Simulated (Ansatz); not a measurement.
**PH3S (SMILES [PH3]=S) at 6 levels**

Wanted: a comparison of 6 runs (B3LYP/STO-3G, UB3LYP/STO-3G, MP2/STO-3G, UMP2/STO-3G, BCCD(T)/STO-3G, UCCSD(T)/STO-3G) of PH3S. 

The results are computed with Ansatz 0.2.0.

47 further runs of the same task are left out: 47 set aside as unsound or not needed.

### 1 The molecule

PH3S: 5 atoms, total charge 0, spin state singlet. SMILES: `[PH3]=S`. The H3–P1 distance was set to 1.743 Å, away from the relaxed value.

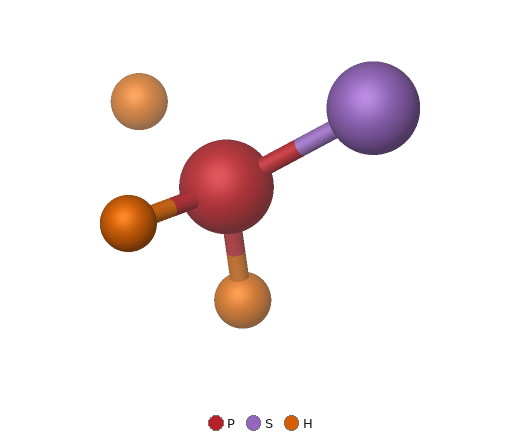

The structure, seen from a chosen angle (phosphorus red, sulfur purple, hydrogen orange).

### 2 The energy at B3LYP/STO-3G (run 1)

Contents of in.yaml:

```yaml
crystal:
  periodic: [false, false, false]
  atoms:
    - symbol: P
      position_ang: [0.301571, -0.123717, -0.139040]
    - symbol: S
      position_ang: [1.555341, -1.058257, 0.964560]
    - symbol: H
      position_ang: [-1.166840, 0.461930, 0.594540]
    - symbol: H
      position_ang: [-0.238819, -0.793697, -1.235890]
    - symbol: H
      position_ang: [0.723361, 1.045263, -0.770970]
basis:
  gaussian:
    orbitals: STO-3G
hamiltonian:
  xc: {name: B3LYP}
accuracy: high
```

On the command line:

```bash
$ ansatz run in.yaml --threads 1 --pin off --max-ram 2610MiB --events-out events.jsonl --progress --plain --runs-dir runs
```

Log:

```text
Warning: RAYON_NUM_THREADS=1 ignored (pool sized by the plan → 1); use --threads N
Functional definition: B3LYP
  name "B3LYP"
  parameter a0 = 0.2
  parameter ax = 0.72
  parameter ac = 0.81
  exchange = (1 - a0 - ax)*slater_x + ax*b88_x + a0*exact_x
  correlation = (1 - ac)*vwn_rpa_c + ac*lyp_c
365 factors; integrals over basis functions are off by at most 3.5e-8 eV
mean field evaluation 1: about -19940.8180 eV, gradient 3.0e1 eV
mean field evaluation 2: about -19922.7946 eV, gradient 7.8e1 eV
mean field evaluation 4: about -19944.4970 eV, gradient 4.0e0 eV
mean field evaluation 8: about -19944.5640 eV, gradient 2.0e-2 eV
mean field evaluation 16: about -19944.5640 eV, gradient 1.5e-7 eV
mean field -19944.56396073 eV, -732.9492066458 hartree, gradient 9.7e-9 eV, S^2 0.000000; 0 other end points of the search recorded, 0 dependent functions left out
reference -19944.56398675 eV, -732.9492076019 hartree; 17, 17 occupied and 4, 4 virtual orbitals, 365 factors
Total energy: -19944.56398675 eV, -732.9492076019 hartree
```

Run time: 0.6 s. Hardware: 1 thread of Intel Xeon 6975P-C (Granite Rapids), shared host; peak memory 0.11 GiB.

### 3 The energy at UB3LYP/STO-3G (run 2)

Contents of input.yaml:

```yaml
crystal:
  periodic: [false, false, false]
  atoms:
    - symbol: P
      position_ang: [0.301571, -0.123717, -0.139040]
    - symbol: S
      position_ang: [1.555341, -1.058257, 0.964560]
    - symbol: H
      position_ang: [-1.166840, 0.461930, 0.594540]
    - symbol: H
      position_ang: [-0.238819, -0.793697, -1.235890]
    - symbol: H
      position_ang: [0.723361, 1.045263, -0.770970]
basis:
  gaussian:
    orbitals: STO-3G
accuracy: high
hamiltonian:
  xc: {name: B3LYP}
magnetization:
  spin_polarized: true
  initial_magnetization: 0
```

On the command line:

```bash
$ ansatz run input.yaml --threads 1 --pin off --max-ram 2610MiB --events-out events.jsonl --progress --plain --runs-dir runs
```

Log, cut to the lines that bear on the results:

```text
Warning: RAYON_NUM_THREADS=1 ignored (pool sized by the plan → 1); use --threads N
[... 7 set-up lines as earlier in the session ...]
365 factors; integrals over basis functions are off by at most 3.5e-8 eV
mean field evaluation 1: about -19940.8180 eV, gradient 2.1e1 eV
mean field evaluation 2: about -19922.7946 eV, gradient 5.5e1 eV
mean field evaluation 4: about -19944.4970 eV, gradient 2.8e0 eV
mean field evaluation 8: about -19944.5640 eV, gradient 1.4e-2 eV
mean field evaluation 16: about -19944.5640 eV, gradient 1.1e-7 eV
mean field -19944.56396073 eV, -732.9492066458 hartree, gradient 6.9e-9 eV, S^2 0.000000; 0 other end points of the search recorded, 0 dependent functions left out
reference -19944.56398675 eV, -732.9492076019 hartree; 17, 17 occupied and 4, 4 virtual orbitals, 365 factors
Total energy: -19944.56398675 eV, -732.9492076019 hartree
```

Wall time 0.96 s (1 thread of Intel Xeon 6975P-C (Granite Rapids), shared host); peak memory 0.15 GiB.

Runs 3 to 5 aren't shown in full; the table further down has their settings and results.

### 4 A single-point energy at UCCSD(T)/STO-3G (run 6)

Contents of in.yaml:

```yaml
basis:
  gaussian: {orbitals: STO-3G}
crystal:
  periodic: [false, false, false]
  atoms:
    - {symbol: P, position_ang: [0.301571, -0.123717, -0.139040]}
    - {symbol: S, position_ang: [1.555341, -1.058257, 0.964560]}
    - {symbol: H, position_ang: [-1.166840, 0.461930, 0.594540]}
    - {symbol: H, position_ang: [-0.238819, -0.793697, -1.235890]}
    - {symbol: H, position_ang: [0.723361, 1.045263, -0.770970]}
correlation: {method: ccsd_t, frozen_orbitals: {H: 0, P: 5, S: 5}}
accuracy: high
scf: {omitted_lower_state_checks: [cluster_reference, increment]}
magnetization: {spin_polarized: true, initial_magnetization: 0}
total_charge: 0
```

On the command line:

```bash
$ ansatz run in.yaml --threads 1 --pin off --max-ram 2610MiB --events-out events.jsonl --progress --plain --runs-dir runs
```

Log, cut to the lines that bear on the results:

```text
Warning: RAYON_NUM_THREADS=1 ignored (pool sized by the plan → 1); use --threads N
Functional definition: HF
  name "HF"
[...]
365 factors; integrals over basis functions are off by at most 3.5e-8 eV
[...]
mean field -19910.12997918 eV, -731.6837811639 hartree, gradient 4.7e-8 eV, S^2 0.000000; 2 other end points of the search recorded, 0 dependent functions left out
10 core orbitals not correlated: weight in the atoms' cores, before any rotation towards them, 1.000 or more for the frozen orbitals, at most 0.000 for the correlated occupied ones
reference -19910.12997918 eV, -731.6837811639 hartree; 7, 7 occupied and 4, 4 virtual orbitals, 365 factors
second order -2.00351445 eV of doubles, -0.00000000 eV of singles
cycle   1  -2.47099790 eV  change   -4.7e-1 eV  update   9.1e-2
[...]
cycle  20  -2.82702849 eV  change  -7.3e-10 eV  update   1.4e-9
perturbative correction -0.09131274 eV, -0.0033556811 hartree
Total energy: -19913.04832040 eV, -731.7910282257 hartree
Checks for a lower state left out: cluster_reference, increment
```

It took 0.2 s on 1 thread of Intel Xeon 6975P-C (Granite Rapids), shared host.

### 5 All runs side by side

| run | level | frozen core orbitals | energy (Eh) | wall time |
| --- | --- | --- | --- | --- |
| 1 | B3LYP/STO-3G | – | -732.949208 | 0.6 s |
| 2 | UB3LYP/STO-3G | – | -732.949208 | 0.96 s |
| 3 | MP2/STO-3G | 10 | -731.757409 | 0.1 s |
| 4 | UMP2/STO-3G | 10 | -731.757409 | 0.14 s |
| 5 | BCCD(T)/STO-3G | 10 | -731.791097 | 0.14 s |
| 6 | UCCSD(T)/STO-3G | 10 | -731.791028 | 0.2 s |

### 6 What came out

| quantity | value |
| --- | --- |
| run 6: total energy | -731.79103 Eh |
| run 6: correlation energy (10 core orbitals frozen) | -107.2 mEh |
| run 6: (T) correction | -3.36 mEh |
| run 6: T1 diagnostic | 0.020 |

In runs 1, 2, 3, 4, 5, 6 the basis is minimal, so the values are rough. All runs together took 2.1 s, the longest 0.96 s.
